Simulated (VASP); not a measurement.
# MoS2: quasiparticle gap under strain

Wanted: the deformation potential of the gap of MoS2, from G0W0. The cell has space group P6_3/mmc. The start is a cell from a database of measured crystal structures.

Method: PBE, no spin polarisation; plane waves and PAW (Mo_sv, S), in the first sound run; inputs show where later runs differ, in VASP 6.6.1.

The database entry behind the starting cell differs from later determinations by our own check (about 0.3 % long), so it need not match the best structure at ambient conditions.

### 1. Starting point

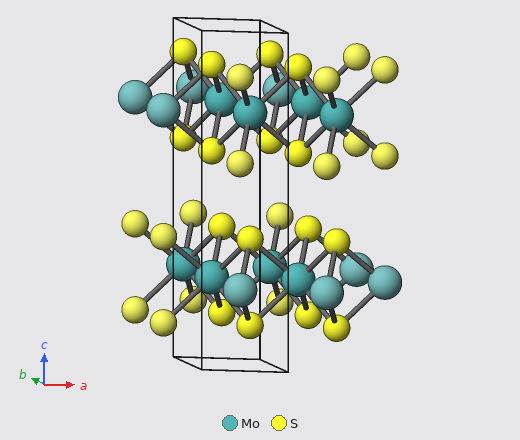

Start, viewed slightly off an axis; molybdenum teal, sulfur yellow. 2×2×1 cells are drawn. Some periodic images of atoms are drawn too.

As a file:

```cif
data_structure
_symmetry_space_group_name_H-M 'P6_3/mmc'
_symmetry_Int_Tables_number 194
_cell_length_a 3.1690
_cell_length_b 3.1690
_cell_length_c 12.3240
_cell_angle_alpha 90.000
_cell_angle_beta 90.000
_cell_angle_gamma 120.000
_cell_volume 107.18
loop_
_atom_site_label
_atom_site_type_symbol
_atom_site_symmetry_multiplicity
_atom_site_Wyckoff_symbol
_atom_site_fract_x
_atom_site_fract_y
_atom_site_fract_z
_atom_site_occupancy
Mo1 Mo 2 c 0.66667 0.33333 0.75000 1
S1 S 4 f 0.66667 0.33333 0.37700 1
```

### 2. Relaxation

The atoms are relaxed first inside the given cell, which is kept (ISIF = 2), since band edges depend on the positions.

File INCAR:

```
SYSTEM = MoS2
PREC = Accurate
ENCUT = 400
EDIFF = 1E-06
NELM = 100
ISMEAR = 0
SIGMA = 0.05
LREAL = .FALSE.
ALGO = Normal
GGA = PE
NBANDS = 32
LASPH = .TRUE.
LWAVE = .FALSE.
LCHARG = .FALSE.
KPAR = 8
IBRION = 2
NSW = 60
ISIF = 2
EDIFFG = -0.01
```

File POSCAR:

```
MoS2
1.0
    3.1690000000      0.0000000000      0.0000000000
   -1.5845000000      2.7444345046      0.0000000000
    0.0000000000      0.0000000000     12.3240000000
Mo S
2 4
Direct
    0.6666666667      0.3333333333      0.7500000000
    0.3333333333      0.6666666667      0.2500000000
    0.6666666667      0.3333333333      0.3770000000
    0.3333333333      0.6666666667      0.8770000000
    0.6666666667      0.3333333333      0.1230000000
    0.3333333333      0.6666666667      0.6230000000
```

File KPOINTS:

```
Automatic mesh
0
Gamma
7 7 2
0 0 0
```

The projector-augmented-wave data sets are Mo_sv and S (PBE family, release 64).

Launch:

```sh
$ mpirun -np 8 vasp_std
```

Log:

```text
[banner, memory and clock lines left out]
running    8 mpi-ranks, on    1 nodes
 distrk:  each k-point on    1 cores,    8 groups
 distr:  one band on    1 cores,    1 groups

 POSCAR found type information on POSCAR MoS
 POSCAR found :  2 types and       6 ions
|                                                                             |
|           W    W    AA    RRRRR   N    N  II  N    N   GGGG   !!!           |
|           W    W   A  A   R    R  NN   N  II  NN   N  G    G  !!!           |
|           W    W  A    A  R    R  N N  N  II  N N  N  G       !!!           |
|           W WW W  AAAAAA  RRRRR   N  N N  II  N  N N  G  GGG   !            |
|           WW  WW  A    A  R   R   N   NN  II  N   NN  G    G                |
|           W    W  A    A  R    R  N    N  II  N    N   GGGG   !!!           |
|                                                                             |
|     For optimal performance we recommend to set                             |
|       NCORE = 2 up to number-of-cores-per-socket                            |
|     NCORE specifies how many cores store one orbital (NPAR=cpu/NCORE).      |
|     This setting can greatly improve the performance of VASP for DFT.       |
|     The default, NCORE=1 might be grossly inefficient on modern             |
|     multi-core architectures or massively parallel machines. Do your        |
|     Unfortunately you need to use the default for GW and RPA                |
|     calculations (for HF NCORE is supported but not extensively tested      |
|     yet).                                                                   |
|                                                                             |

 LDA part: xc-table for (Slater+PW92), standard interpolation
 POSCAR, INCAR and KPOINTS ok, starting setup
 FFT: planning ... GRIDC
 FFT: planning ... GRID_SOFT
 FFT: planning ... GRID
 WAVECAR not read
 entering main loop
       N       E                     dE             d eps       ncg     rms          rms(c)
DAV:   1     0.384064417153E+03    0.38406E+03   -0.26271E+04  1152   0.126E+03
DAV:   2    -0.267207704278E+02   -0.41079E+03   -0.39917E+03  1312   0.354E+02
DAV:   3    -0.460921273807E+02   -0.19371E+02   -0.19208E+02  1280   0.697E+01
DAV:   4    -0.465524108291E+02   -0.46028E+00   -0.45865E+00  1248   0.104E+01
DAV:   5    -0.465646281330E+02   -0.12217E-01   -0.12209E-01  1272   0.158E+00    0.338E+01
DAV:   6    -0.444055850240E+02    0.21590E+01   -0.20498E+01  1112   0.247E+01    0.132E+01
DAV:   7    -0.439562957656E+02    0.44929E+00   -0.93122E+00  1128   0.157E+01    0.807E+00
DAV:   8    -0.436052708963E+02    0.35102E+00   -0.14392E+00  1272   0.676E+00    0.295E+00
DAV:   9    -0.436180838779E+02   -0.12813E-01   -0.13940E-01  1344   0.182E+00    0.132E+00
DAV:  10    -0.436085382788E+02    0.95456E-02   -0.60636E-02  1248   0.141E+00    0.324E-01
DAV:  11    -0.436086458627E+02   -0.10758E-03   -0.24038E-03  1272   0.273E-01    0.195E-01
DAV:  12    -0.436085448499E+02    0.10101E-03   -0.51197E-04  1304   0.118E-01    0.805E-02
DAV:  13    -0.436085508247E+02   -0.59747E-05   -0.14937E-04  1312   0.635E-02    0.816E-03
DAV:  14    -0.436085538133E+02   -0.29886E-05   -0.10854E-05  1128   0.182E-02    0.135E-02
DAV:  15    -0.436085544519E+02   -0.63865E-06   -0.20928E-06  1064   0.795E-03
   1 F= -.43608554E+02 E0= -.43608554E+02  d E =-.436086E+02
 curvature:   0.00 expect dE= 0.000E+00 dE for cont linesearch  0.000E+00
 trial: gam= 0.00000 g(F)=  0.109E-02 g(S)=  0.000E+00 ort = 0.000E+00 (trialstep = 0.100E+01)
 search vector abs. value=  0.109E-02
 bond charge predicted
       N       E                     dE             d eps       ncg     rms          rms(c)
DAV:   1    -0.436089321137E+02   -0.37830E-03   -0.59694E-02  1048   0.904E-01    0.243E-01
DAV:   2    -0.436091495455E+02   -0.21743E-03   -0.26343E-03  1240   0.221E-01    0.106E-01
DAV:   3    -0.436091462784E+02    0.32671E-05   -0.32778E-05  1112   0.311E-02    0.663E-02
DAV:   4    -0.436091472239E+02   -0.94551E-06   -0.26981E-05  1048   0.233E-02    0.984E-03
DAV:   5    -0.436091461849E+02    0.10390E-05   -0.56226E-06  1032   0.113E-02    0.834E-03
DAV:   6    -0.436091461079E+02    0.77004E-07   -0.41936E-07   696   0.310E-03
   2 F= -.43609146E+02 E0= -.43609146E+02  d E =-.591656E-03
 trial-energy change:   -0.000592  1 .order   -0.000581   -0.001091   -0.000072
 step:   1.0660(harm=  1.0703)  dis= 0.00387  next Energy=   -43.609148 (dE=-0.594E-03)
 reached required accuracy - stopping structural energy minimisation
```

The job ended after 6.8 s (8 MPI ranks of Intel Xeon 6975P-C (Granite Rapids), shared host; peak memory 1.9 GiB; 50 s of CPU time).

The logs omit lines about the potential files and the build; timing stands in the text.

Parts of OUTCAR (step 2):

```text
ion  position               nearest neighbor table
   1  0.667  0.333  0.750-   4 2.41   6 2.41   4 2.41   6 2.41   4 2.41   6 2.41
   2  0.333  0.667  0.250-   3 2.41   5 2.41   3 2.41   5 2.41   3 2.41   5 2.41
   3  0.667  0.333  0.377-   2 2.41   2 2.41   2 2.41
   4  0.333  0.667  0.877-   1 2.41   1 2.41   1 2.41
   5  0.667  0.333  0.123-   2 2.41   2 2.41   2 2.41
   6  0.333  0.667  0.623-   1 2.41   1 2.41   1 2.41

  LATTYP: Found a hexagonal cell.
 ALAT       =     3.1690000000
 C/A-ratio  =     3.8889239508

 Subroutine GETGRP returns: Found 24 space group operations
 (whereof 12 operations were pure point group operations)

The static configuration has the point symmetry D_3d.
 The point group associated with its full space group is D_6h.

 Found     16 irreducible k-points:

   k-points           NKPTS =     16   k-points in BZ     NKDIM =     16   number of bands    NBANDS=     32

   dimension x,y,z NGX =    24 NGY =   24 NGZ =   80
   dimension x,y,z NGXF=    48 NGYF=   48 NGZF=  160

   ENCUT  =  400.0 eV  29.40 Ry    5.42 a.u.   5.17  5.17 20.10*2*pi/ulx,y,z

   NELECT =      52.0000    total number of electrons

 k-points in reciprocal lattice and weights: Automatic mesh
   0.00000000  0.00000000  0.00000000       0.010
   0.14285714  0.00000000  0.00000000       0.061
   0.28571429  0.00000000  0.00000000       0.061
   0.42857143 -0.00000000  0.00000000       0.061
   0.14285714  0.14285714  0.00000000       0.061
   0.28571429  0.14285714  0.00000000       0.122
   0.42857143  0.14285714  0.00000000       0.061
   0.28571429  0.28571429  0.00000000       0.061
   0.00000000  0.00000000  0.50000000       0.010
[...]
0.42857143  0.14285714  0.50000000       0.061
   0.28571429  0.28571429  0.50000000       0.061

 average (electrostatic) potential at core
       1 -74.7545       2 -74.7545       3 -84.4726       4 -84.4726       5 -84.4726
       6 -84.4726

 E-fermi :   7.7645

 k-point     1 :       0.0000    0.0000    0.0000
  band No.  band energies     occupation
    ...
     22       5.3523      2.00000
     23       5.3523      2.00000
     24       6.3009      2.00000
     25       6.3603      2.00000
     26       7.4947      2.00000
     27       9.5964      0.00000
     28       9.5964      0.00000
     29       9.6240      0.00000
     30       9.6240      0.00000
     31       9.7699      0.00000
    ...

 k-point     2 :       0.1429    0.0000    0.0000
  band No.  band energies     occupation
    ...
     22       4.9244      2.00000
     23       5.4632      2.00000
     24       6.3470      2.00000
     25       6.4016      2.00000
     26       6.9104      2.00000
     27       9.1558      0.00000
     28       9.3706      0.00000
     29       9.4438      0.00000
     30       9.5828      0.00000
     31       9.5893      0.00000
    ...

 k-point     3 :       0.2857    0.0000    0.0000
  band No.  band energies     occupation
    ...
     22       5.1933      2.00000
     23       5.2782      2.00000
     24       5.6812      2.00000
     25       5.8193      2.00000
     26       6.0057      2.00000
     27       8.7521      0.00000
     28       9.0276      0.00000
     29       9.2176      0.00000
     30       9.5681      0.00000
     31       9.7488      0.00000
    ...

  Total        1.1232804      1.1232804      1.6211560      0.0000000      0.0000000     -0.0000000
  in kB       16.7908226     16.7908226     24.2330793      0.0000000      0.0000000     -0.0000000
  external PRESSURE =      19.2715748 kB  Pullay stress =       0.0000000 kB

  energy-cutoff  :      400.00
  volume of cell :      107.18
      direct lattice vectors                 reciprocal lattice vectors
     3.169000000  0.000000000  0.000000000     0.315556958  0.182186895  0.000000000
    -1.584500000  2.744434505  0.000000000     0.000000000  0.364373789  0.000000000
     0.000000000  0.000000000 12.324000000     0.000000000  0.000000000  0.081142486

 POSITION                                       TOTAL-FORCE (eV/Angst)
 -----------------------------------------------------------------------------------
      1.58450      0.91481      9.24300         0.000000      0.000000      0.000000
     -0.00000      1.82962      3.08100        -0.000000     -0.000000      0.000000
      1.58450      0.91481      4.64252        -0.000000     -0.000000     -0.004938
     -0.00000      1.82962     10.80452         0.000000      0.000000     -0.004938
      1.58450      0.91481      1.51948        -0.000000     -0.000000      0.004938
     -0.00000      1.82962      7.68148         0.000000      0.000000      0.004938
 -----------------------------------------------------------------------------------
    total drift:                               -0.000000      0.000000     -0.000000

  FREE ENERGIE OF THE ION-ELECTRON SYSTEM (eV)
  ---------------------------------------------------
  free  energy   TOTEN  =       -43.6091461079 eV

  energy  without entropy=      -43.6091461079  energy(sigma->0) =      -43.60914611

 reached required accuracy - stopping structural energy minimisation

[... 3 further parts left out ...]
```

The run keeps the 24 symmetry operations of its start, so it cannot find a distortion of lower symmetry.

No atom moved by 0.005 Å in the relaxation.

This step gave:

| Quantity | Value |
| --- | --- |
| free energy (TOTEN) | -43.61 eV |
| Fermi energy | 7.764 eV |
| pressure | 1.927 GPa |

At PBE, with these data sets, the largest force is down to 0.0049 eV/Å.

[end of part 1 of 5]

[Lines on the potential files, build, host, timing and source positions are cut from VASP's logs without a mark.]

[Logs are printed without paths, hosts, clocks, repeated set-up lines and the standing remarks that a program may print on its own settings, such as how far it seeks lower states.]

[Hosts, paths, dates, database ids (printed as entryN), source tags and the programs' standing remarks are cut or masked in the printed files.]

[Pressures printed for these runs are not shown converged in the cutoff: they can be off by several GPa and have the wrong sign.]
